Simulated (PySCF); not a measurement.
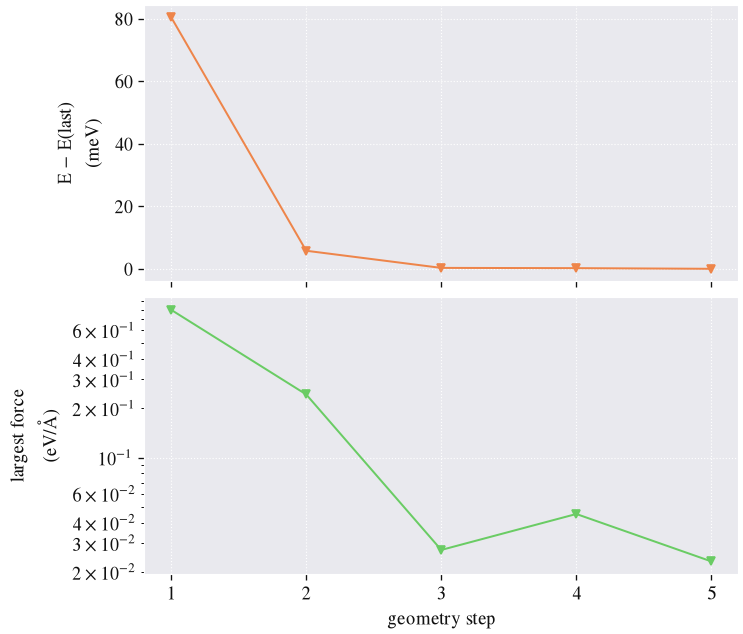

History of a geometry optimisation.

- system: C$_{2}$H$_{6}$GeO (SMILES C[C](=O)[GeH3])
- method: PBE0-D3(BJ)/def2-SVP, geometry optimisation in PySCF

### How did it end, and what did it gain?

The optimisation met its thresholds at geometry 5, counting the start as the first. The energy fell by about 80 meV from the first step to the last. The largest force goes from about 0.8 eV/Å at the start to 0.023 eV/Å at the end.
